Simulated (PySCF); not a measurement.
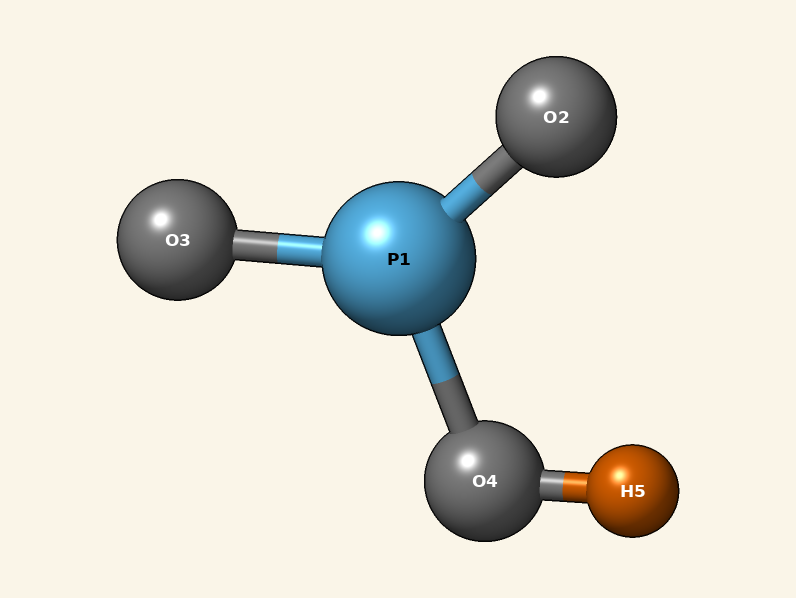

Every bond is drawn as one stick. The geometry was computed by an optimisation with PBE0/def2-TZVP. Level of theory: PBE0/def2-TZVP (PySCF 2.14.0).

List the Mayer bond orders of P1–O2, P1–O3, P1–O4, O4–H5.

| bond | Mayer order | length (Å) |
| --- | --- | --- |
| P1–O2 | 2.06 | 1.454 |
| P1–O3 | 2.11 | 1.447 |
| P1–O4 | 1.25 | 1.574 |
| O4–H5 | 0.84 | 0.967 |
